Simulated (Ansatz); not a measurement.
## WH2Cl2F4: molecular dynamics (part 3 of 3)

WH2Cl2F4; RKS PBE-D4/def2-SVP (Ansatz 0.2.0). It belongs to a series of runs on one base structure; here: dynamics from the highest image of the converged band.

### What the program printed, continued
```
md step   199: t =    99.50 fs  T =   388.9 K  F+E_penalty+E_count = -37741.56024570 eV  E_kin = 0.351848 eV  conserved = -37741.20839802 eV  (34 SCF iters, 9 dispersion substeps)
these checks for a lower state are left out or cut short: starts, cluster_reference, orbital_swaps, neighbouring_geometries, increment
1405 factors; their error is unknown
mean field -37741.27342195 eV, -1386.9662163026 hartree, gradient 1.6e-5 eV, S^2 0.000000; 0 other end points of the search recorded, 0 dependent functions left out
the calculation of the forces begins
reference -37741.27349234 eV, -1386.9662188895 hartree; 43, 43 occupied and 91, 91 virtual orbitals, 1405 factors
1405 factors; their error is unknown
mean field evaluation 1664: about -37741.2734 eV, gradient 6.6e-4 eV
mean field -37741.27342195 eV, -1386.9662163026 hartree, gradient 1.7e-5 eV, S^2 0.000000; 1 other end points of the search recorded, 0 dependent functions left out
the calculation of the forces begins
reference -37741.27349234 eV, -1386.9662188895 hartree; 43, 43 occupied and 91, 91 virtual orbitals, 1405 factors
md step   200: t =   100.00 fs  T =   380.9 K  F+E_penalty+E_count = -37741.55279718 eV  E_kin = 0.344613 eV  conserved = -37741.20818450 eV  (36 SCF iters, 9 dispersion substeps)
```

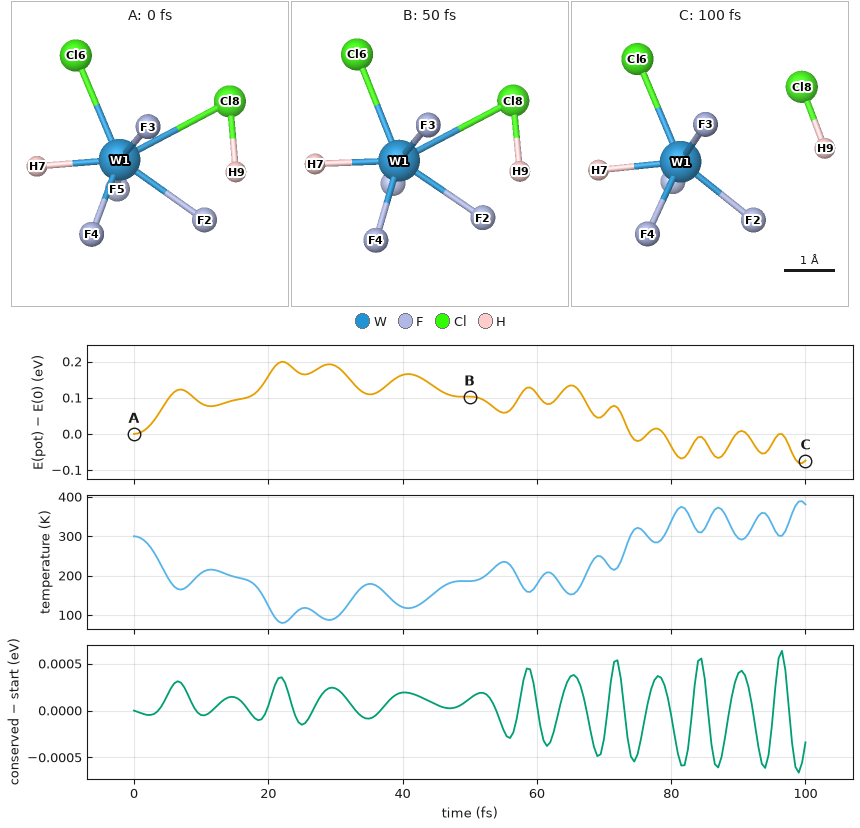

**Figure 1.** Frames of the molecular dynamics (ball-and-stick, seen at a tilt) above the curves, on which the letters mark them. The trajectory kept here has 201 frames over 100 fs. The temperature starts at 300 K, ranges from 80 to 389 K and averages 271 K over the second half. The potential energy ends 0.074 eV below its first value. The conserved quantity stays within 0.0013 eV. After an unweighted best fit of the last frame on the first, the root-mean-square displacement is 0.30 Å, and H9 has moved furthest (0.66 Å).

```
Total energy: -37741.55286757 eV, -1386.9764857399 hartree
Atom 0 at     0.177937    -0.136244    -0.000061 Å, force    -1.175621     0.169552    -0.883605 eV/Å
Atom 1 at     0.480040     0.544555     1.726297 Å, force     0.259745     0.006088     0.917697 eV/Å
Atom 2 at     1.968689    -0.039418    -0.573788 Å, force    -0.247178    -0.091583     0.204936 eV/Å
Atom 3 at     0.066768     1.693753    -0.362610 Å, force     0.369537     0.385893    -0.094279 eV/Å
Atom 4 at    -1.451597    -0.684978     0.795100 Å, force     0.548231    -0.098189     0.126583 eV/Å
Atom 5 at     0.024155    -1.987553    -1.336697 Å, force     0.168727    -0.478627    -0.227352 eV/Å
Atom 6 at    -0.993173     0.150557    -1.168632 Å, force     0.053283    -0.030147    -0.102921 eV/Å
Atom 7 at     1.177519    -2.376391     1.843453 Å, force     0.005049     0.851179     0.477442 eV/Å
Atom 8 at     1.180346    -1.295977     2.631543 Å, force     0.018227    -0.714166    -0.418500 eV/Å
Dipole moment:     0.132381    -0.228626     0.262214 e Å
```

### Trajectory as extended XYZ (Å, eV, eV/Å), 11 of the 201 frames kept, from step=0 to step=200
```
9
Properties=species:S:1:pos:R:3:forces:R:3 step=0 time_fs=0.0 energy=-37741.47929 temperature=300.0
W     0.1638   -0.1988   -0.0052   -0.0070   0.0120   0.0043
F     0.6780    0.5028    1.8978   -0.0017   0.0120   0.0012
F     1.9627   -0.0356   -0.4841   -0.0006  -0.0092   0.0063
F     0.0929    1.6572   -0.2343   -0.0107  -0.0040  -0.0059
F    -1.4084   -0.5798    0.9236    0.0113  -0.0005  -0.0015
Cl    0.0944   -2.0009   -1.4357    0.0048  -0.0090  -0.0006
H    -0.9751    0.0944   -1.2064   -0.0019   0.0158  -0.0028
Cl    1.0458   -2.0711    1.7044    0.0026  -0.0033   0.0052
H     0.9792   -0.6689    2.2076    0.0034  -0.0139  -0.0063
9
Properties=species:S:1:pos:R:3:forces:R:3 step=20 time_fs=10.0 energy=-37741.39469 temperature=206.4
W     0.1665   -0.2005   -0.0146   -0.3099  -0.0738  -0.3829
F     0.6707    0.5111    1.8559    0.1789   0.5168   0.9282
F     1.9592   -0.0519   -0.4808    0.1353   0.1322  -0.0001
F     0.0897    1.6840   -0.1467   -0.0556  -0.3178  -0.1860
F    -1.4102   -0.6003    0.9092    0.1432   0.2107  -0.2328
Cl    0.0850   -2.0010   -1.4054   -0.0395  -0.3043  -0.3207
H    -0.8697    0.1524   -1.2941   -0.1311  -0.0062   0.0900
Cl    1.0482   -2.0670    1.7080   -0.1010   0.3315  -0.0595
H     0.9284   -0.5248    2.1807    0.1796  -0.4891   0.1638
9
Properties=species:S:1:pos:R:3:forces:R:3 step=40 time_fs=20.0 energy=-37741.31960 temperature=123.6
W     0.1678   -0.2014   -0.0249   -0.0719   2.1244   1.6423
F     0.6695    0.5406    1.8496   -0.0881  -0.6442  -0.3765
F     1.9622   -0.0625   -0.4780    0.1945   0.0446  -0.1103
F     0.0834    1.6953   -0.0706   -0.1293  -0.4434  -0.7868
F    -1.4059   -0.6124    0.8842    0.0047  -0.0570  -0.1810
Cl    0.0746   -2.0094   -1.3837   -0.0913  -0.5504  -0.5335
H    -0.8643    0.2081   -1.3022   -0.0027   0.0029   0.0669
Cl    1.0490   -2.0563    1.7117    0.2204  -1.3889  -0.0541
H     1.0278   -0.8405    2.2710   -0.0363   0.9120   0.3332
9
Properties=species:S:1:pos:R:3:forces:R:3 step=60 time_fs=30.0 energy=-37741.29096 temperature=92.1
W     0.1689   -0.1931   -0.0278    0.3861   1.0172   1.2597
F     0.6684    0.5396    1.8389    0.1599  -0.7452   0.3344
F     1.9734   -0.0700   -0.4801   -0.0772   0.0882  -0.0903
F     0.0712    1.6871   -0.0316   -0.1028   0.0526  -0.8776
F    -1.4019   -0.6255    0.8510   -0.2442  -0.0474   0.0908
Cl    0.0618   -2.0311   -1.3757   -0.0757  -0.1672  -0.4207
H    -0.8821    0.2511   -1.2718    0.0165  -0.1312  -0.1088
Cl    1.0545   -2.0659    1.7193    0.1888   0.4313   0.6637
H     1.0625   -0.7329    2.3470   -0.2514  -0.4982  -0.8511
9
Properties=species:S:1:pos:R:3:forces:R:3 step=80 time_fs=40.0 energy=-37741.31622 temperature=120.0
W     0.1716   -0.1792   -0.0245    0.2588  -0.3617  -0.1089
F     0.6714    0.5049    1.8363   -0.0644  -0.0014   0.2107
F     1.9810   -0.0735   -0.4867   -0.3129   0.0975  -0.0231
F     0.0534    1.6809   -0.0372   -0.1121   0.4292  -0.7976
F    -1.4086   -0.6412    0.8215   -0.1629   0.0341   0.1681
Cl    0.0472   -2.0573   -1.3787    0.0150   0.2837  -0.1289
H    -0.8672    0.1979   -1.3041    0.0630   0.0412   0.0034
Cl    1.0649   -2.0782    1.7376    0.0862  -0.8171  -0.1943
H     0.9619   -0.7276    2.0675    0.2293   0.2945   0.8706
9
Properties=species:S:1:pos:R:3:forces:R:3 step=100 time_fs=50.0 energy=-37741.37606 temperature=186.1
W     0.1757   -0.1674   -0.0211   -0.0047  -1.3213  -0.1450
F     0.6736    0.4686    1.8502   -0.0346   0.3584   0.5384
F     1.9742   -0.0717   -0.4947   -0.1895   0.1141  -0.0278
F     0.0307    1.6939   -0.0812    0.0119   0.2049  -0.3784
F    -1.4227   -0.6544    0.7997    0.1458   0.2076   0.0304
Cl    0.0330   -2.0763   -1.3853    0.1012   0.5515   0.1356
H    -0.8113    0.1712   -1.3489   -0.0239   0.0987   0.0415
Cl    1.0772   -2.1019    1.7545    0.0097   0.4326   0.2189
H     1.0056   -0.7058    2.2754   -0.0159  -0.6465  -0.4137
9
Properties=species:S:1:pos:R:3:forces:R:3 step=120 time_fs=60.0 energy=-37741.36849 temperature=177.6
W     0.1797   -0.1610   -0.0179   -0.3748   0.0786   0.9610
F     0.6695    0.4500    1.8767   -0.5216   0.3102  -1.0895
F     1.9595   -0.0649   -0.5046    0.2488   0.0213  -0.1301
F     0.0088    1.7159   -0.1452    0.2174  -0.2955  -0.0128
F    -1.4305   -0.6587    0.7797    0.2078   0.0989  -0.0151
Cl    0.0213   -2.0807   -1.3884    0.1302   0.6075   0.2951
H    -0.7728    0.2181   -1.3597   -0.0604  -0.0987   0.0062
Cl    1.0906   -2.1264    1.7731    0.1664  -1.8722  -0.6252
H     1.0911   -1.0157    2.4234   -0.0138   1.1500   0.6104
9
Properties=species:S:1:pos:R:3:forces:R:3 step=140 time_fs=70.0 energy=-37741.42660 temperature=241.4
W     0.1819   -0.1551   -0.0106   -0.3340   0.3945   0.5012
F     0.6427    0.4479    1.8604   -0.5024   0.2759  -1.1107
F     1.9554   -0.0565   -0.5205    0.3194  -0.0127  -0.1136
F    -0.0024    1.7244   -0.2101    0.3215  -0.4890   0.1998
F    -1.4291   -0.6576    0.7602   -0.0657  -0.0349   0.1963
Cl    0.0133   -2.0689   -1.3839    0.1926   0.4778   0.3113
H    -0.7851    0.1878   -1.3528   -0.0539  -0.0588   0.0501
Cl    1.1083   -2.1738    1.7905    0.1241  -1.4293  -0.5636
H     1.1251   -1.1094    2.5093   -0.0016   0.8764   0.5292
9
Properties=species:S:1:pos:R:3:forces:R:3 step=160 time_fs=80.0 energy=-37741.51353 temperature=337.8
W     0.1825   -0.1479   -0.0012   -0.1229  -0.1185  -0.8530
F     0.5930    0.4611    1.7977   -0.1987   0.3964   0.0297
F     1.9653   -0.0483   -0.5416   -0.0384  -0.0382   0.0244
F     0.0022    1.7104   -0.2658    0.3267  -0.1606   0.1372
F    -1.4307   -0.6578    0.7508   -0.2549  -0.1727   0.4414
Cl    0.0106   -2.0443   -1.3713    0.2511   0.1907   0.1838
H    -0.8522    0.1169   -1.3072   -0.0406   0.1588   0.0442
Cl    1.1296   -2.2382    1.8070    0.0703   0.6715   0.5888
H     1.1202   -1.0849    2.5333    0.0074  -0.9273  -0.5964
9
Properties=species:S:1:pos:R:3:forces:R:3 step=180 time_fs=90.0 energy=-37741.47399 temperature=294.6
W     0.1820   -0.1411    0.0039   -0.7059  -0.5743  -1.9698
F     0.5331    0.4933    1.7347    0.1793   0.4577   1.3102
F     1.9739   -0.0423   -0.5614   -0.3035  -0.0568   0.1564
F     0.0240    1.6902   -0.3147    0.4280   0.5551   0.0316
F    -1.4429   -0.6665    0.7627    0.0553  -0.1925   0.4298
Cl    0.0144   -2.0146   -1.3538    0.2161  -0.0819  -0.0171
H    -0.9428    0.1523   -1.2178    0.0658  -0.0748  -0.0292
Cl    1.1532   -2.3083    1.8248   -0.0009   1.4069   0.8469
H     1.1257   -1.1270    2.5405    0.0658  -1.4394  -0.7587
9
Properties=species:S:1:pos:R:3:forces:R:3 step=200 time_fs=100.0 energy=-37741.55280 temperature=380.9
W     0.1779   -0.1362   -0.0001   -1.1756   0.1696  -0.8836
F     0.4800    0.5446    1.7263    0.2597   0.0061   0.9177
F     1.9687   -0.0394   -0.5738   -0.2472  -0.0916   0.2049
F     0.0668    1.6938   -0.3626    0.3695   0.3859  -0.0943
F    -1.4516   -0.6850    0.7951    0.5482  -0.0982   0.1266
Cl    0.0242   -1.9876   -1.3367    0.1687  -0.4786  -0.2274
H    -0.9932    0.1506   -1.1686    0.0533  -0.0301  -0.1029
Cl    1.1775   -2.3764    1.8435    0.0050   0.8512   0.4774
H     1.1803   -1.2960    2.6315    0.0182  -0.7142  -0.4185
```

The run was set up as follows.

### Input file
```yaml
crystal:
  periodic: [false, false, false]
  atoms:
    - { symbol: W, position_ang: [0.163811, -0.198838, -0.005153] }
    - { symbol: F, position_ang: [0.677999, 0.502764, 1.897782] }
    - { symbol: F, position_ang: [1.962667, -0.035608, -0.484084] }
    - { symbol: F, position_ang: [0.09289, 1.657244, -0.234289] }
    - { symbol: F, position_ang: [-1.408449, -0.57984, 0.923582] }
    - { symbol: Cl, position_ang: [0.094367, -2.000884, -1.435709] }
    - { symbol: H, position_ang: [-0.975074, 0.094449, -1.206366] }
    - { symbol: Cl, position_ang: [1.045781, -2.071116, 1.704396] }
    - { symbol: H, position_ang: [0.979207, -0.668871, 2.207642] }
basis:
  gaussian: { orbitals: def2-SVP }
hamiltonian:
  xc: pbe
  dispersion: d4
md:
  timestep: 0.5
  n_steps: 200
  ensemble: nve
  temperature: 300.0
  initial_velocities: maxwell_boltzmann
  seed: 9356
```

Launch command:
```bash
ansatz run input.yaml --threads 4 --pin off --max-ram 5120MiB --backend cpu --events-out ev --progress --plain --runs-dir out
```

### Key numbers

- outcome: finished
- mean temperature over the second half: 271 K
- trajectory: 200 steps, 100 fs
- ensemble: nve
- temperature in the input: 300.0 K
- time step: 0.5 fs
- potential energy (last step): −37741.5529 eV
- mean-field energy (last step): −37741.2735 eV
- largest force (length of the vector) (last step): 1.480 eV/Å
- hardware: 4 threads of Arm Neoverse V1, 24 GiB of memory available, shared host
- wall time: 6.6 min (CPU time 25 min)
- peak memory: 0.2 GiB

So short a trajectory is not equilibrated.
